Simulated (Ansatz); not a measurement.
# BH3Cl2O: nudged elastic band

- system: BH3Cl2O
- method: RKS B3LYP/def2-SVP (Ansatz 0.2.0)

It belongs to a series of runs on one base structure; here: band between the two ends. Figures and captions count atoms from 1; the log counts them from 0 in places.

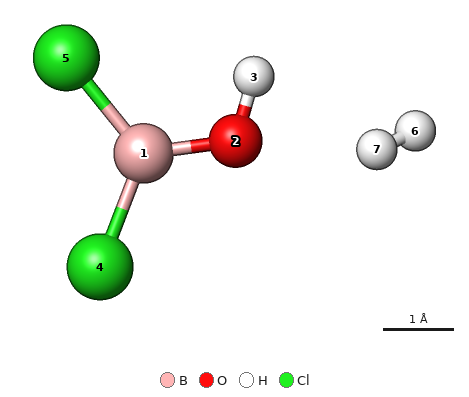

The structure as given in the input (ball-and-stick view, seen at a tilt; atoms are numbered from 1 in the order of the input). Bond lengths as drawn: B–Cl 1.76 to 1.78 Å, B–O 1.34 Å, H–H 0.76 Å and H–O 0.97 Å.

**Results in brief**

| quantity | value |
| --- | --- |
| outcome | converged |
| barrier, forward | 2.031 eV |
| barrier, backward | 1.236 eV |
| hardware | 1 thread of Intel Xeon @ 2.50GHz (Skylake/Cascade Lake), 32 GiB of memory available, shared host |
| wall time | 13 min |
| peak memory | 0.18 GiB |

The order of the saddle point was not checked.

**The input**
```yaml
crystal:
  periodic: [false, false, false]
  atoms:
    - { symbol: B, position_ang: [-0.104825, -0.814856, -0.180886] }
    - { symbol: O, position_ang: [0.002996, -0.098336, 0.949719] }
    - { symbol: H, position_ang: [-0.84896, 0.135471, 1.344125] }
    - { symbol: Cl, position_ang: [1.364465, -1.321987, -1.003741] }
    - { symbol: Cl, position_ang: [-1.693711, -1.251564, -0.845868] }
    - { symbol: H, position_ang: [0.399629, 3.135194, 1.889674] }
    - { symbol: H, position_ang: [0.547407, 2.434078, 1.632576] }
basis:
  gaussian: { orbitals: def2-SVP }
hamiltonian:
  xc: b3lyp
neb:
  order_check: false
  images: 7
  f_tol: 0.05
  max_iterations: 31
  final_atoms:
    - { symbol: B, position_ang: [0.11058852, 0.53962334, -0.08174872] }
    - { symbol: O, position_ang: [-0.07945795, 0.55407621, 1.57898196] }
    - { symbol: H, position_ang: [0.43077167, -0.21450249, 1.90094656] }
    - { symbol: Cl, position_ang: [1.29531947, -0.84588538, -0.3144605] }
    - { symbol: Cl, position_ang: [-1.60356407, 0.20821544, -0.6576784] }
    - { symbol: H, position_ang: [0.53733207, 1.62066744, -0.3713333] }
    - { symbol: H, position_ang: [-1.02398871, 0.35580544, 1.73089139] }
  initial_path:
    images:
      - { positions_ang: [[-0.104825, -0.814856, -0.180886], [0.002996, -0.098336, 0.949719], [-0.84896, 0.135471, 1.344125], [1.364465, -1.321987, -1.003741], [-1.693711, -1.251564, -0.845868], [0.399629, 3.135194, 1.889674], [0.547407, 2.434078, 1.632576]] }
      - { positions_ang: [[-0.07481696, -0.64008877, -0.11338154], [-0.00949564, -0.00176248, 1.16255613], [-0.87951425, 0.12530971, 1.54799706], [1.43778299, -1.07529153, -0.94169927], [-1.66068628, -1.01943656, -0.85324274], [0.3829706, 2.6843539, 1.47781933], [0.47076055, 2.14491573, 1.50555003]] }
      - { positions_ang: [[-0.04480893, -0.46532153, -0.04587707], [-0.02198729, 0.09481105, 1.37539327], [-0.9100685, 0.11514841, 1.75186911], [1.51110098, -0.82859606, -0.87965755], [-1.62766156, -0.78730911, -0.86061748], [0.36631219, 2.2335138, 1.06596466], [0.3941141, 1.85575345, 1.37852406]] }
      - { positions_ang: [[-0.01480089, -0.2905543, 0.02162739], [-0.03447893, 0.19138457, 1.5882304], [-0.94062275, 0.10498712, 1.95574117], [1.58441898, -0.5819006, -0.81761582], [-1.59463684, -0.55518167, -0.86799222], [0.34965379, 1.78267369, 0.65410998], [0.31746765, 1.56659118, 1.2514981]] }
      - { positions_ang: [[0.01520715, -0.11578706, 0.08913185], [-0.04697057, 0.28795809, 1.80106753], [-0.97117701, 0.09482582, 2.15961323], [1.65773697, -0.33520513, -0.7555741], [-1.56161212, -0.32305423, -0.87536695], [0.33299539, 1.33183359, 0.24225531], [0.2408212, 1.27742891, 1.12447213]] }
      - { positions_ang: [[0.03905249, 0.04806554, 0.04641171], [-0.05509242, 0.35448762, 1.74554614], [-0.62068984, 0.01749374, 2.09494656], [1.56713259, -0.46287519, -0.6452957], [-1.57210011, -0.19023681, -0.82094482], [0.38407956, 1.40404205, 0.08885816], [-0.07538128, 1.04702304, 1.27607695]] }
      - { positions_ang: [[0.06289784, 0.21191814, 0.00369156], [-0.06321426, 0.42101715, 1.69002475], [-0.27020267, -0.05983833, 2.0302799], [1.47652822, -0.59054525, -0.5350173], [-1.58258809, -0.05741939, -0.76652268], [0.43516373, 1.47625051, -0.06453899], [-0.39158376, 0.81661717, 1.42768176]] }
      - { positions_ang: [[0.08674318, 0.37577074, -0.03902858], [-0.0713361, 0.48754668, 1.63450335], [0.0802845, -0.13717041, 1.96561323], [1.38592384, -0.71821531, -0.4247389], [-1.59307608, 0.07539802, -0.71210054], [0.4862479, 1.54845898, -0.21793614], [-0.70778623, 0.58621131, 1.57928658]] }
      - { positions_ang: [[0.11058852, 0.53962334, -0.08174872], [-0.07945795, 0.55407621, 1.57898196], [0.43077167, -0.21450249, 1.90094656], [1.29531947, -0.84588538, -0.3144605], [-1.60356407, 0.20821544, -0.6576784], [0.53733207, 1.62066744, -0.3713333], [-1.02398871, 0.35580544, 1.73089139]] }
```

Run as:
```bash
ansatz run input.yaml --threads 1 --pin off --max-ram 2048MiB --backend cpu --events-out ev --progress --plain --runs-dir out
```

**Output**
```
Engine: ansatz 0.2.0, x86_64-unknown-linux-gnu
Functional definition: B3LYP
  parameter a0 = 0.2
  parameter ax = 0.72
  parameter ac = 0.81
  exchange = (1 - a0 - ax)*slater_x + ax*b88_x + a0*exact_x
  correlation = (1 - ac)*vwn_rpa_c + ac*lyp_c
811 factors; integrals over basis functions are off by at most 2.8e-4 eV
mean field evaluation 1: about -27807.9109 eV, gradient 4.6e1 eV
mean field evaluation 2: about -27799.4977 eV, gradient 8.1e1 eV
mean field evaluation 4: about -27811.5606 eV, gradient 1.4e0 eV
mean field evaluation 8: about -27811.6001 eV, gradient 3.2e-2 eV
mean field -27811.60007944 eV, -1022.0574515399 hartree, gradient 6.5e-5 eV, S^2 0.000000; 0 other end points of the search recorded, 0 dependent functions left out
the calculation of the forces begins
reference -27811.60031136 eV, -1022.0574600627 hartree; 25, 25 occupied and 54, 54 virtual orbitals, 811 factors
813 factors; integrals over basis functions are off by at most 1.1e-3 eV
mean field evaluation 16: about -27808.1966 eV, gradient 3.8e1 eV
mean field -27810.80472448 eV, -1022.0282227841 hartree, gradient 2.0e-5 eV, S^2 0.000000; 0 other end points of the search recorded, 0 dependent functions left out
[... from here on the field's lines of each further geometry are left out, up to the last ...]
NEB iter   1: max|band force component| = 7.670e1 eV/Å  barrier→ = 21.3663 eV  barrier← = 20.5709 eV  Δτ_max = 0.2000 Å  (230 SCF iters)
NEB iter   2: max|band force component| = 4.625e1 eV/Å  barrier→ = 10.2803 eV  barrier← = 9.4850 eV  Δτ_max = 0.2000 Å  (215 SCF iters)
NEB iter   3: max|band force component| = 1.599e1 eV/Å  barrier→ = 3.5570 eV  barrier← = 2.7616 eV  Δτ_max = 0.1997 Å  (215 SCF iters)
NEB iter   4: max|band force component| = 8.980e0 eV/Å  barrier→ = 2.0566 eV  barrier← = 1.2612 eV  Δτ_max = 0.2000 Å  (192 SCF iters)
NEB iter   5: max|band force component| = 3.037e0 eV/Å  barrier→ = 1.4725 eV  barrier← = 0.6772 eV  Δτ_max = 0.2000 Å  (204 SCF iters)
NEB iter   6: max|band force component| = 3.490e0 eV/Å  barrier→ = 1.5220 eV  barrier← = 0.7267 eV  Δτ_max = 0.0999 Å  (199 SCF iters)
NEB iter   7: max|band force component| = 8.749e-1 eV/Å  barrier→ = 1.4688 eV  barrier← = 0.6734 eV  Δτ_max = 0.1580 Å  (200 SCF iters)
NEB iter   8: max|band force component| = 1.472e0 eV/Å  barrier→ = 1.2311 eV  barrier← = 0.4358 eV  Δτ_max = 0.0794 Å  (194 SCF iters)
NEB iter   9: max|band force component| = 7.610e-1 eV/Å  barrier→ = 1.2244 eV  barrier← = 0.4290 eV  Δτ_max = 0.0625 Å  (196 SCF iters)
NEB iter  10: max|band force component| = 1.018e0 eV/Å  barrier→ = 1.2184 eV  barrier← = 0.4230 eV  CI = image 5  Δτ_max = 0.0842 Å  (199 SCF iters)
NEB iter  11: max|band force component| = 1.845e0 eV/Å  barrier→ = 1.3773 eV  barrier← = 0.5819 eV  CI = image 5  Δτ_max = 0.0847 Å  (197 SCF iters)
NEB iter  12: max|band force component| = 1.848e0 eV/Å  barrier→ = 1.5430 eV  barrier← = 0.7476 eV  CI = image 5  Δτ_max = 0.1706 Å  (195 SCF iters)
NEB iter  13: max|band force component| = 1.290e0 eV/Å  barrier→ = 1.8616 eV  barrier← = 1.0662 eV  CI = image 5  Δτ_max = 0.2000 Å  (202 SCF iters)
NEB iter  14: max|band force component| = 1.383e0 eV/Å  barrier→ = 2.1420 eV  barrier← = 1.3467 eV  CI = image 5  Δτ_max = 0.0916 Å  (194 SCF iters)
NEB iter  15: max|band force component| = 1.845e0 eV/Å  barrier→ = 2.1251 eV  barrier← = 1.3298 eV  CI = image 5  Δτ_max = 0.0445 Å  (189 SCF iters)
NEB iter  16: max|band force component| = 1.251e0 eV/Å  barrier→ = 2.0722 eV  barrier← = 1.2769 eV  CI = image 5  Δτ_max = 0.0667 Å  (178 SCF iters)
NEB iter  17: max|band force component| = 4.544e-1 eV/Å  barrier→ = 2.0445 eV  barrier← = 1.2492 eV  CI = image 5  Δτ_max = 0.0910 Å  (184 SCF iters)
NEB iter  18: max|band force component| = 2.751e0 eV/Å  barrier→ = 2.0337 eV  barrier← = 1.2384 eV  CI = image 5  Δτ_max = 0.0448 Å  (191 SCF iters)
NEB iter  19: max|band force component| = 1.010e0 eV/Å  barrier→ = 2.0322 eV  barrier← = 1.2369 eV  CI = image 5  Δτ_max = 0.0700 Å  (185 SCF iters)
NEB iter  20: max|band force component| = 1.837e-1 eV/Å  barrier→ = 2.0317 eV  barrier← = 1.2363 eV  CI = image 5  Δτ_max = 0.0303 Å  (177 SCF iters)
NEB iter  21: max|band force component| = 6.864e-2 eV/Å  barrier→ = 2.0313 eV  barrier← = 1.2359 eV  CI = image 5  Δτ_max = 0.0189 Å  (173 SCF iters)
the calculation of the forces begins
reference -27810.74478261 eV, -1022.0260199609 hartree; 25, 25 occupied and 54, 54 virtual orbitals, 813 factors
812 factors; integrals over basis functions are off by at most 1.2e-3 eV
mean field -27809.56900788 eV, -1021.9828110367 hartree, gradient 1.9e-5 eV, S^2 0.000000; 1 other end points of the search recorded, 0 dependent functions left out
the calculation of the forces begins
reference -27809.56920882 eV, -1021.9828184211 hartree; 25, 25 occupied and 54, 54 virtual orbitals, 812 factors
NEB iter  22: max|band force component| = 3.006e-2 eV/Å  barrier→ = 2.0311 eV  barrier← = 1.2357 eV  CI = image 5  Δτ_max = 0.0000 Å  (340 SCF iters)
```

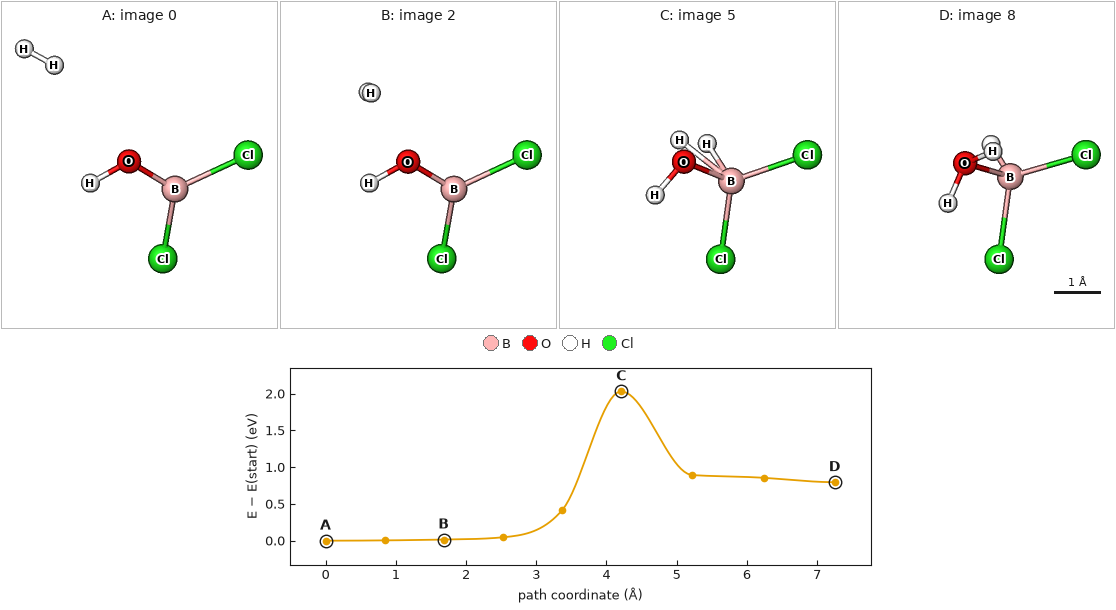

Images of the last band (counted from 0; ball-and-stick, seen at a tilt) above the energy along the path; the line is a cubic interpolation that uses the forces. The highest image is number 5, 2.031 eV above the start and 1.236 eV above the end (the climbing image); the end lies 0.795 eV above the start. The path is 7.25 Å long. The band converged in 22 iterations.

```
Total energy: -27809.56920882 eV, -1021.9828184211 hartree
Atom 0 at     0.086777     0.170588     0.134258 Å, force     0.004811     0.013253     0.021046 eV/Å
Atom 1 at     0.042200     0.124894     1.671793 Å, force    -0.007219     0.024487    -0.017911 eV/Å
Atom 2 at    -0.863710    -0.071935     1.961770 Å, force    -0.001902    -0.012468     0.008206 eV/Å
Atom 3 at     1.570356    -0.553988    -0.554735 Å, force     0.001774    -0.000100    -0.000586 eV/Å
Atom 4 at    -1.508755    -0.232845    -0.613623 Å, force    -0.008577    -0.003343    -0.004322 eV/Å
Atom 5 at     0.226918     1.528199     0.095941 Å, force     0.001908     0.001349     0.004316 eV/Å
Atom 6 at     0.113215     1.253087     1.090194 Å, force     0.009205    -0.023179    -0.010749 eV/Å
Dipole moment:    -0.276332     0.310789     0.442700 e Å
this run last wrote the band of iteration 22 to [file]
```

**The last band as extended XYZ (Å, eV, eV/Å)**
```
7
Properties=species:S:1:pos:R:3:forces:R:3 image=0 energy=-27811.60008
B    -0.1048   -0.8149   -0.1809   -0.0108  -0.0139  -0.0196
O     0.0030   -0.0983    0.9497   -0.0262  -0.0015  -0.0021
H    -0.8490    0.1355    1.3441    0.0107   0.0052   0.0044
Cl    1.3645   -1.3220   -1.0037   -0.0025   0.0019   0.0006
Cl   -1.6937   -1.2516   -0.8459    0.0274   0.0081   0.0155
H     0.3996    3.1352    1.8897    0.0028  -0.0081  -0.0023
H     0.5474    2.4341    1.6326   -0.0014   0.0084   0.0035
7
Properties=species:S:1:pos:R:3:forces:R:3 image=1 energy=-27811.59607
B    -0.0808   -0.7291   -0.0843   -0.0029  -0.0014  -0.0020
O     0.0032   -0.3304    1.1955   -0.0008   0.0020  -0.0039
H    -0.8503   -0.1033    1.5898    0.0018   0.0032   0.0006
Cl    1.3953   -1.1822   -0.9261   -0.0001  -0.0034  -0.0006
Cl   -1.6434   -0.8021   -0.9242    0.0020  -0.0039   0.0003
H     0.3637    3.0584    1.4768   -0.0001   0.0016   0.0048
H     0.4792    2.3066    1.4582    0.0000   0.0019   0.0007
7
Properties=species:S:1:pos:R:3:forces:R:3 image=2 energy=-27811.58480
B    -0.0624   -0.6329    0.0581   -0.0024  -0.0039  -0.0019
O    -0.0482   -0.4967    1.3937    0.0059   0.0021  -0.0001
H    -0.9119   -0.2839    1.7732   -0.0020   0.0029  -0.0035
Cl    1.4422   -1.0214   -0.7662   -0.0012  -0.0077  -0.0022
Cl   -1.5603   -0.4283   -0.8729   -0.0003  -0.0056  -0.0017
H     0.3475    2.8644    0.9089   -0.0013   0.0096   0.0076
H     0.4602    2.2168    1.2909    0.0013   0.0027   0.0018
7
Properties=species:S:1:pos:R:3:forces:R:3 image=3 energy=-27811.55388
B    -0.0375   -0.4954    0.2185   -0.0275  -0.0270  -0.0006
O    -0.0769   -0.4966    1.5608   -0.0068  -0.0142  -0.0305
H    -0.9577   -0.3189    1.9183   -0.0033  -0.0263   0.0161
Cl    1.5017   -0.7627   -0.5873    0.0252  -0.0377  -0.0007
Cl   -1.5058   -0.2336   -0.7470   -0.0062  -0.0162   0.0032
H     0.3548    2.3989    0.3570    0.0017   0.0612   0.0179
H     0.3884    2.1264    1.0653    0.0168   0.0601  -0.0054
7
Properties=species:S:1:pos:R:3:forces:R:3 image=4 energy=-27811.18668
B     0.0175   -0.2627    0.2878   -0.1116  -0.6112   0.2041
O    -0.0081   -0.2059    1.6391   -0.0493  -0.4731  -0.0508
H    -0.9016   -0.0830    1.9872   -0.0154  -0.0433   0.0591
Cl    1.5480   -0.5864   -0.5236   -0.0268   0.0030   0.0146
Cl   -1.4933   -0.2209   -0.6534    0.0280  -0.0225  -0.0279
H     0.2860    1.8765    0.1558    0.0437   0.5098   0.0736
H     0.2186    1.7004    0.8927    0.1314   0.6374  -0.2726
7
Properties=species:S:1:pos:R:3:forces:R:3 image=5 energy=-27809.56901
B     0.0868    0.1706    0.1343    0.0048   0.0133   0.0210
O     0.0422    0.1249    1.6718   -0.0072   0.0245  -0.0179
H    -0.8637   -0.0719    1.9618   -0.0019  -0.0125   0.0082
Cl    1.5704   -0.5540   -0.5547    0.0018  -0.0001  -0.0006
Cl   -1.5088   -0.2328   -0.6136   -0.0086  -0.0033  -0.0043
H     0.2269    1.5282    0.0959    0.0019   0.0013   0.0043
H     0.1132    1.2531    1.0902    0.0092  -0.0232  -0.0107
7
Properties=species:S:1:pos:R:3:forces:R:3 image=6 energy=-27810.70767
B     0.1470    0.3564   -0.0919    0.0030   0.0176  -0.0167
O     0.0498    0.3012    1.5932   -0.0029   0.0140  -0.0098
H    -0.7578   -0.2104    1.7941    0.0150  -0.0029  -0.0132
Cl    1.5709   -0.6603   -0.5363   -0.0003  -0.0186   0.0014
Cl   -1.4995   -0.3221   -0.5717   -0.0025  -0.0058   0.0050
H     0.2665    1.5401   -0.2897    0.0076   0.0006  -0.0382
H    -0.1098    1.2131    1.8880   -0.0200  -0.0050   0.0715
7
Properties=species:S:1:pos:R:3:forces:R:3 image=7 energy=-27810.74458
B     0.1514    0.4607   -0.0967   -0.0020   0.0053  -0.0001
O     0.0366    0.4536    1.5757    0.0000   0.0132  -0.0022
H    -0.1344   -0.4642    1.8584    0.0447  -0.0122   0.0076
Cl    1.4859   -0.7323   -0.4101   -0.0096  -0.0136   0.0088
Cl   -1.5233   -0.0824   -0.6306   -0.0047   0.0174   0.0004
H     0.4004    1.6120   -0.3376    0.0116   0.0018  -0.0077
H    -0.7496    0.9705    1.8266   -0.0399  -0.0119  -0.0068
7
Properties=species:S:1:pos:R:3:forces:R:3 image=8 energy=-27810.80472
B     0.1106    0.5396   -0.0817   -0.0040  -0.0122  -0.0056
O    -0.0795    0.5541    1.5790   -0.0056  -0.0102   0.0066
H     0.4308   -0.2145    1.9009    0.0055   0.0071  -0.0013
Cl    1.2953   -0.8459   -0.3145   -0.0001  -0.0044   0.0020
Cl   -1.6036    0.2082   -0.6577   -0.0038  -0.0010   0.0006
H     0.5373    1.6207   -0.3713    0.0071   0.0175   0.0006
H    -1.0240    0.3558    1.7309    0.0009   0.0031  -0.0029
```
